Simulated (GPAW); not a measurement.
**SnH2SCl: geometry relaxation (part 1 of 4)**

SnH2SCl, multiplicity 2, SMILES [SH][SnH][Cl], computed with RPBE/sz(dzp), UKS, scalar-relativistic datasets (GPAW 26.7.0).

The atoms were displaced at random from an optimised geometry.

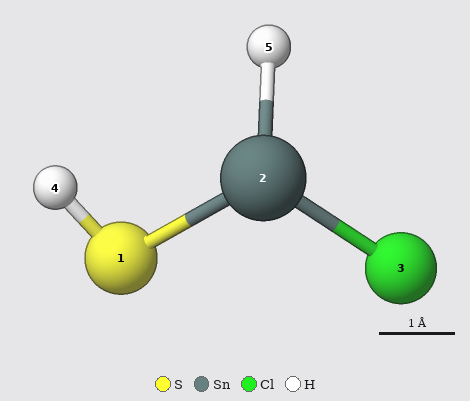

The starting structure (ball-and-stick view, seen on its broad side; atoms are numbered from 1 in the order of the input). Sticks mark near contacts. Bond lengths as drawn: Cl–Sn 2.34 Å, H–S 1.32 Å, H–Sn 1.97 Å and S–Sn 2.47 Å.

**The input (mol.py)**
```python
from ase.io import read, write
from ase.optimize import GPMin
from gpaw import GPAW

atoms = read('mol.sdf')
atoms.center(vacuum=4.5)
atoms.set_initial_magnetic_moments([1.0, 0.0, 0.0, 0.0, 0.0])

calc = GPAW(mode='lcao',
            basis='sz(dzp)',
            h=0.16,
            xc='RPBE',
            occupations={'name': 'fermi-dirac', 'width': 0.0, 'fixmagmom': True},
            maxiter=120,
            symmetry='off',
            txt='-')
atoms.calc = calc

opt = GPMin(atoms, trajectory='mol.traj')
converged = opt.run(fmax=0.05, steps=60)
print('Converged:', converged)
print(f'Final energy: {atoms.get_potential_energy():.5f} eV')
print(f'r(Sn1-S0)               {atoms.get_distance(1, 0):.4f} Ang')
print(f'r(Cl2-Sn1): {atoms.get_distance(2, 1):.4f} Ang')
write('relaxed.xyz', atoms)
```

**File mol.sdf**
```

     RDKit          3D

  5  4  0  0  0  0  0  0  0  0999 V2000
   -1.5072   -0.6389   -0.4810 S   0  0  0  0  0  0  0  0  0  0  0  0
    0.4082    0.4013    0.6827 Sn  0  0  0  0  0  3  0  0  0  0  0  0
    1.6805   -1.4382    1.3792 Cl  0  0  0  0  0  0  0  0  0  0  0  0
   -1.9360    0.4643   -1.0693 H   0  0  0  0  0  0  0  0  0  0  0  0
    1.3975    1.2356   -0.8006 H   0  0  0  0  0  0  0  0  0  0  0  0
  2  1  1  0
  3  2  1  0
  4  1  1  0
  5  2  1  0
M  RAD  1   2   2
M  END
$$$$
```

Launch command:
```bash
OMP_NUM_THREADS=1 python mol.py
```

**The program's output**
```
__  _  _
 | _ |_)|_||  |
 |__||  | ||/\| - 26.7.0

units:  Angstrom and eV
cores:  1
OpenMP: False

Versions:
  Python: 3.12.14
  ASE:    3.29.0
  Numpy:  2.5.5
  Scipy:  1.18.1
  Libxc:  7.0.0

        _gpaw.cpython-312-x86_64-linux-gnu.so

Input parameters:
  mode=LCAO(),
  basis={'default': 'sz(dzp)'},
  h=0.16,
  maxiter=120,
  occupations=Occupations(name='fermi-dirac', width=0.0, fixmagmom=True),
  symmetry=Symmetry(point_group=False, time_reversal=False),
  xc=XC(name='RPBE')
        .------------------------------.
       /|                              |
      / |                              |
     /  |                              |
    /   |                              |
   /    |                              |
  /     |                              |
 *      |                              |
 |      |                              |
 |      |                              |
 |      |             SnCl             |
 |      |                H             |
 |      |       S                      |
 |      |                              |
 |      .------------------------------.
 |     /                              /
 |    /                              /
 |   /                              /
 |  /                              /
 | /                              /
 |/                              /
 *------------------------------*

Atoms  # Å, Bohr magnetons
|   | symbol |        x |        y |        z |    initial magnetic moments |
|---|--------|----------|----------|----------|-----------------------------|
| 0 |      S | 4.928800 | 5.299300 | 5.088300 | ( 0.0000,  0.0000,  1.0000) |
| 1 |     Sn | 6.844200 | 6.339500 | 6.252000 | ( 0.0000,  0.0000,  0.0000) |
| 2 |     Cl | 8.116500 | 4.500000 | 6.948500 | ( 0.0000,  0.0000,  0.0000) |
| 3 |      H | 4.500000 | 6.402500 | 4.500000 | ( 0.0000,  0.0000,  0.0000) |
| 4 |      H | 7.833500 | 7.173800 | 4.768700 | ( 0.0000,  0.0000,  0.0000) |

Unit cell  # Å
| periodic |         x |         y |         z |   lengths |    angles |
|----------|-----------|-----------|-----------|-----------|-----------|
|       no | 12.616500 |  0.000000 |  0.000000 | 12.616500 | 90.000000 |
|       no |  0.000000 | 11.673800 |  0.000000 | 11.673800 | 90.000000 |
|       no |  0.000000 |  0.000000 | 11.448500 | 11.448500 | 90.000000 |

Number of symmetries: 1
Symmetry operations  # r_c * U_cc + t_c -> r_c
|   | kind |            matrix            |
|---|------|------------------------------|
| 0 |  E   |  1, 0, 0,  0, 1, 0,  0, 0, 1 |

BZ-sampling:
  Number of BZ points: 1
  Number of IBZ points: 1

  Monkhorst-Pack size: [1, 1, 1]
  Monkhorst-Pack shift: [0, 0, 0]

K-points  # in reciprocal-cell coordinates
|   |                                coordinates |     weight |
|---|--------------------------------------------|------------|
| 0 | (  0.00000000,   0.00000000,   0.00000000) | 1.00000000 |

basis functions: 19
Spin-components: 2 (collinear spins)
Bands:           19
Projectors:      22
Spin-degeneracy: 1
Datatype:        <class 'float'>

  Storage: CPU
  Wave functions: 5_776 bytes (5_776 per core)

Parallelization:
  kpt:    1
  domain: 1
  band:   1

Density:
  Valence electrons: 29.0
  Components: 2
  Grid points: [80 72 72]
  Charge: 0.0  # |e|

Potential:
  Grid points: [80 72 72]

species:
  S:
    name:    Sulfur
    Z:       16.0
    valence: 6
    core:    10
    charge:  0.0  # [|e|]
    file:    S.RPBE.gz
    compensation charges:
      type: gauss
      rc: 0.24  # [Å]
      lmax: 2
    cutoffs:
      filter: 1.77  # [Å]
      core: 1.66  # [Å]
    projectors
    | kind |    occ | energy [eV] | rcut [Å] |
    |------|--------|-------------|----------|
    |   3s |  2.000 |     -17.247 |    0.974 |
    |   3p |  4.000 |      -6.991 |    0.979 |
    |    s |        |       9.964 |    0.974 |
    |    p |        |      20.220 |    0.979 |
    |    d |        |       0.000 |    0.900 |

    LCAO basis set for S:
      Name: sz(dzp)
      File: S.dzp.basis.gz
      Number of radial functions: 2
      Number of spherical harmonics: 4
        l=0, rc=5.5156 Bohr: 3s-sz confined orbital
        l=1, rc=6.9375 Bohr: 3p-sz confined orbital
      Number of RI-basis functions 0

  Sn:
    name:    Tin
    Z:       50.0
    valence: 14
    core:    36
    charge:  0.0  # [|e|]
    file:    Sn.RPBE.gz
    compensation charges:
      type: gauss
      rc: 0.38  # [Å]
      lmax: 2
    cutoffs:
      filter: 2.23  # [Å]
      core: 2.35  # [Å]
    projectors
    | kind |    occ | energy [eV] | rcut [Å] |
    |------|--------|-------------|----------|
    |   5s |  2.000 |     -10.465 |    1.201 |
    |   5p |  2.000 |      -3.644 |    1.270 |
    |   4d | 10.000 |     -25.852 |    1.185 |
    |    s |        |      16.747 |    1.201 |
    |    p |        |      23.567 |    1.270 |
    |    d |        |       1.359 |    1.185 |

    LCAO basis set for Sn:
      Name: sz(dzp)
      File: Sn.dzp.basis.gz
      Number of radial functions: 3
      Number of spherical harmonics: 9
        l=0, rc=7.1250 Bohr: 5s-sz confined orbital
        l=1, rc=9.5469 Bohr: 5p-sz confined orbital
        l=2, rc=4.0625 Bohr: 4d-sz confined orbital
      Number of RI-basis functions 0

  Cl:
    name:    Chlorine
    Z:       17.0
    valence: 7
    core:    10
    charge:  0.0  # [|e|]
    file:    Cl.RPBE.gz
    compensation charges:
      type: gauss
      rc: 0.25  # [Å]
      lmax: 2
    cutoffs:
      filter: 1.40  # [Å]
      core: 1.49  # [Å]
    projectors
    | kind |    occ | energy [eV] | rcut [Å] |
    |------|--------|-------------|----------|
    |   3s |  2.000 |     -20.687 |    0.794 |
    |   3p |  5.000 |      -8.572 |    0.794 |
    |    s |        |       6.524 |    0.794 |
    |    p |        |      18.639 |    0.794 |
    |    d |        |       0.000 |    0.794 |

    LCAO basis set for Cl:
      Name: sz(dzp)
      File: Cl.dzp.basis.gz
      Number of radial functions: 2
      Number of spherical harmonics: 4
        l=0, rc=5.1719 Bohr: 3s-sz confined orbital
        l=1, rc=6.2656 Bohr: 3p-sz confined orbital
      Number of RI-basis functions 0

  H:
    name:    Hydrogen
    Z:       1.0
    valence: 1
    core:    0
    charge:  0.0  # [|e|]
    file:    H.RPBE.gz
    compensation charges:
      type: gauss
      rc: 0.15  # [Å]
      lmax: 2
    cutoffs:
      filter: 0.85  # [Å]
      core: 0.53  # [Å]
    projectors
    | kind |    occ | energy [eV] | rcut [Å] |
    |------|--------|-------------|----------|
    |   1s |  1.000 |      -6.572 |    0.476 |
    |    s |        |      20.639 |    0.476 |
    |    p |        |       0.000 |    0.476 |

    LCAO basis set for H:
      Name: sz(dzp)
      File: H.dzp.basis.gz
      Number of radial functions: 1
      Number of spherical harmonics: 1
        l=0, rc=6.4219 Bohr: 1s-sz confined orbital
      Number of RI-basis functions 0

Reference energy: -191465.266440  # eV

eigensolver:
  <gpaw.new.lcao.eigensolver.LCAOEigensolver object at 0x73ea7fb1ede0>
density mixing:
  MSR1-Mixer
  Pratt-step length: 0.05
  Maximum mixing coefficient: 0.75
  Old densities: 10
  SVD Regularization: 0.005
  Good broyden scale: 1.0
  Trust region scale: 1.0
  Backstep threshold: 4.0
  History deletion threshold: 6.0
  Fourier metric: weight=20.0, sigma=0.015

occupation numbers:
  Fixed magnetic moment: 1.000
  # Zero width

FastPoissonSolver using
    Stencil: 6*3+1=19 point O(h^6) finite-difference Laplacian
    FFT axes: []
    FST axes: [np.int64(1), np.int64(2), np.int64(0)]

xc functional:
  name: RPBE with 2 nearest neighbor stencil
interpolation: tri-quintic # 5. degree polynomial

        .------------------------------.
       /|                              |
      / |                              |
     /  |                              |
    /   |                              |
   /    |                              |
  /     |                              |
 *      |                              |
 |      |                              |
 |      |                              |
 |      |             SnCl             |
 |      |                H             |
 |      |       S                      |
 |      |                              |
 |      .------------------------------.
 |     /                              /
 |    /                              /
 |   /                              /
 |  /                              /
 | /                              /
 |/                              /
 *------------------------------*

Atoms  # Å, Bohr magnetons
|   | symbol |        x |        y |        z |    initial magnetic moments |
|---|--------|----------|----------|----------|-----------------------------|
| 0 |      S | 4.928800 | 5.299300 | 5.088300 | ( 0.0000,  0.0000,  1.0000) |
| 1 |     Sn | 6.844200 | 6.339500 | 6.252000 | ( 0.0000,  0.0000,  0.0000) |
| 2 |     Cl | 8.116500 | 4.500000 | 6.948500 | ( 0.0000,  0.0000,  0.0000) |
| 3 |      H | 4.500000 | 6.402500 | 4.500000 | ( 0.0000,  0.0000,  0.0000) |
| 4 |      H | 7.833500 | 7.173800 | 4.768700 | ( 0.0000,  0.0000,  0.0000) |

Unit cell  # Å
| periodic |         x |         y |         z |   lengths |    angles |
|----------|-----------|-----------|-----------|-----------|-----------|
|       no | 12.616500 |  0.000000 |  0.000000 | 12.616500 | 90.000000 |
|       no |  0.000000 | 11.673800 |  0.000000 | 11.673800 | 90.000000 |
|       no |  0.000000 |  0.000000 | 11.448500 | 11.448500 | 90.000000 |

Number of symmetries: 1
Symmetry operations  # r_c * U_cc + t_c -> r_c
|   | kind |            matrix            |
|---|------|------------------------------|
| 0 |  E   |  1, 0, 0,  0, 1, 0,  0, 0, 1 |

BZ-sampling:
  Number of BZ points: 1
  Number of IBZ points: 1

  Monkhorst-Pack size: [1, 1, 1]
  Monkhorst-Pack shift: [0, 0, 0]

K-points  # in reciprocal-cell coordinates
|   |                                coordinates |     weight |
|---|--------------------------------------------|------------|
| 0 | (  0.00000000,   0.00000000,   0.00000000) | 1.00000000 |

basis functions: 19
Spin-components: 2 (collinear spins)
Bands:           19
Projectors:      22
Spin-degeneracy: 1
Datatype:        <class 'float'>

  Storage: CPU
  Wave functions: 5_776 bytes (5_776 per core)

Parallelization:
  kpt:    1
  domain: 1
  band:   1

Density:
  Valence electrons: 29.0
  Components: 2
  Grid points: [80 72 72]
  Charge: 0.0  # |e|

Potential:
  Grid points: [80 72 72]

species:
  S:
    name:    Sulfur
    Z:       16.0
    valence: 6
    core:    10
    charge:  0.0  # [|e|]
    file:    S.RPBE.gz
    compensation charges:
      type: gauss
      rc: 0.24  # [Å]
      lmax: 2
    cutoffs:
      filter: 1.77  # [Å]
      core: 1.66  # [Å]
    projectors
    | kind |    occ | energy [eV] | rcut [Å] |
    |------|--------|-------------|----------|
    |   3s |  2.000 |     -17.247 |    0.974 |
    |   3p |  4.000 |      -6.991 |    0.979 |
    |    s |        |       9.964 |    0.974 |
    |    p |        |      20.220 |    0.979 |
    |    d |        |       0.000 |    0.900 |

    LCAO basis set for S:
      Name: sz(dzp)
      File: S.dzp.basis.gz
      Number of radial functions: 2
      Number of spherical harmonics: 4
        l=0, rc=5.5156 Bohr: 3s-sz confined orbital
        l=1, rc=6.9375 Bohr: 3p-sz confined orbital
      Number of RI-basis functions 0

  Sn:
    name:    Tin
    Z:       50.0
    valence: 14
    core:    36
    charge:  0.0  # [|e|]
    file:    Sn.RPBE.gz
    compensation charges:
      type: gauss
      rc: 0.38  # [Å]
      lmax: 2
    cutoffs:
      filter: 2.23  # [Å]
      core: 2.35  # [Å]
    projectors
    | kind |    occ | energy [eV] | rcut [Å] |
    |------|--------|-------------|----------|
    |   5s |  2.000 |     -10.465 |    1.201 |
    |   5p |  2.000 |      -3.644 |    1.270 |
    |   4d | 10.000 |     -25.852 |    1.185 |
    |    s |        |      16.747 |    1.201 |
    |    p |        |      23.567 |    1.270 |
    |    d |        |       1.359 |    1.185 |

    LCAO basis set for Sn:
      Name: sz(dzp)
      File: Sn.dzp.basis.gz
      Number of radial functions: 3
      Number of spherical harmonics: 9
        l=0, rc=7.1250 Bohr: 5s-sz confined orbital
        l=1, rc=9.5469 Bohr: 5p-sz confined orbital
        l=2, rc=4.0625 Bohr: 4d-sz confined orbital
      Number of RI-basis functions 0

  Cl:
    name:    Chlorine
    Z:       17.0
    valence: 7
    core:    10
    charge:  0.0  # [|e|]
    file:    Cl.RPBE.gz
    compensation charges:
      type: gauss
      rc: 0.25  # [Å]
      lmax: 2
    cutoffs:
      filter: 1.40  # [Å]
      core: 1.49  # [Å]
    projectors
    | kind |    occ | energy [eV] | rcut [Å] |
    |------|--------|-------------|----------|
    |   3s |  2.000 |     -20.687 |    0.794 |
    |   3p |  5.000 |      -8.572 |    0.794 |
    |    s |        |       6.524 |    0.794 |
    |    p |        |      18.639 |    0.794 |
    |    d |        |       0.000 |    0.794 |

    LCAO basis set for Cl:
      Name: sz(dzp)
      File: Cl.dzp.basis.gz
      Number of radial functions: 2
      Number of spherical harmonics: 4
        l=0, rc=5.1719 Bohr: 3s-sz confined orbital
        l=1, rc=6.2656 Bohr: 3p-sz confined orbital
      Number of RI-basis functions 0

  H:
    name:    Hydrogen
    Z:       1.0
    valence: 1
    core:    0
    charge:  0.0  # [|e|]
    file:    H.RPBE.gz
    compensation charges:
      type: gauss
      rc: 0.15  # [Å]
      lmax: 2
    cutoffs:
      filter: 0.85  # [Å]
      core: 0.53  # [Å]
    projectors
    | kind |    occ | energy [eV] | rcut [Å] |
    |------|--------|-------------|----------|
    |   1s |  1.000 |      -6.572 |    0.476 |
    |    s |        |      20.639 |    0.476 |
    |    p |        |       0.000 |    0.476 |

    LCAO basis set for H:
      Name: sz(dzp)
      File: H.dzp.basis.gz
      Number of radial functions: 1
      Number of spherical harmonics: 1
        l=0, rc=6.4219 Bohr: 1s-sz confined orbital
      Number of RI-basis functions 0
```
